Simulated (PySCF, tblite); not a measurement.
# C2H11O2Si3 radical: geometry, infrared bands and EPR parameters

What infrared bands and EPR parameters should C2H11O2Si3 radical (`CCO[Si@@H]([SiH3])O[SiH2]`) show?

Computed with tblite 0.8.0 and PySCF 2.14.0, with density-fitted response routines of our own, on a single molecule in the gas phase. Atoms are numbered from 0 throughout.

## Step 1: The starting structure

18 atoms, charge 0, multiplicity 2; geometry from: force field or distance geometry start.

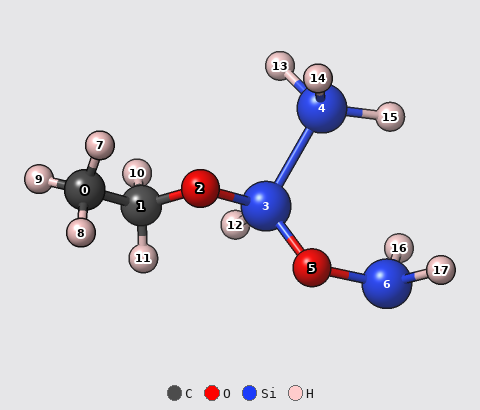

The starting geometry (carbon dark grey, oxygen red, silicon blue, hydrogen pink), atoms numbered.

## Step 2: Geometry optimisation with GFN2-xTB

What the job is given:

```
{"job": {"kind": "relax", "xc": "GFN2-xTB", "basis": "xTB"}, "charge": 0, "multiplicity": 2}
C      3.227800    -0.292400    -0.116000
C      1.809800    -0.191800    -0.690300
O      0.974900     0.102200     0.365900
Si    -0.655200     0.227100    -0.263500
Si    -1.825600    -1.218600     1.009600
O     -1.124100     1.844100    -0.021800
Si    -2.759800     2.170800    -0.256000
H      3.154000    -0.698900     0.916000
H      3.628000     0.737000    -0.032000
H      3.816100    -0.962100    -0.743100
H      1.474200    -1.180400    -1.106300
H      1.707100     0.585900    -1.451600
H     -0.594300    -0.184000    -1.641100
H     -1.471300    -2.557200     0.477200
H     -1.235500    -1.138300     2.339500
H     -3.256300    -0.951200     0.983100
H     -3.529400     1.054500    -0.794800
H     -3.349200     2.659700     1.013600
```

On the command line:

```
OMP_NUM_THREADS=1 python probes_run.py task.json out
```

One launch serves the whole session: the jobs run in the order shown.

**Question.** This job is followed by: GFN2-xTB harmonic vibrations, gas phase; UKS B3LYP, pcH-1 on C H O Si, non-relativistic, mean-field spin-orbit, GIAO. Predict these results of the whole session: strongest single infrared mode (GFN2-xTB); zero-point energy (GFN2-xTB); g(iso) (B3LYP); ⟨S²⟩; largest a(iso) (averaged by class); potential on the surface of density 0.002 e/bohr³, 1st and 99th percentile.

**Answer**, as computed:

| quantity | value |
| --- | --- |
| strongest single infrared mode (GFN2-xTB) | 2274 cm⁻¹, 612 km/mol |
| zero-point energy (GFN2-xTB) | 76.2 kcal/mol |
| g(iso) (B3LYP) | 2.00261 |
| ⟨S²⟩ | 0.751 (exact 0.75) |
| largest a(iso) (averaged by class) | 29Si on Si6, -614.3 MHz |
| potential on the surface of density 0.002 e/bohr³, 1st and 99th percentile | -1.28 V and 1.35 V |

Relaxing lowered the energy by 1.176 eV in 223 steps; the close pair that moved most is O2–Si3, from 1.752 to 1.620 Å. No mode is imaginary among the 48: a minimum at this level. The strongest single mode, at 2274 cm⁻¹, moves mainly H17 and H16. Unscaled tight-binding wavenumbers are off by several per cent, some by more. Its intensities can rank the bands wrongly. Si6 carries the largest spin population, 0.89 e. The isotropic g lies 0.3 ppt above the free-electron value. These values are for one conformer; the search (at its own cheap level) found 2 more, at 0.57, 1.53 kcal/mol, and measured spectra average over such forms.
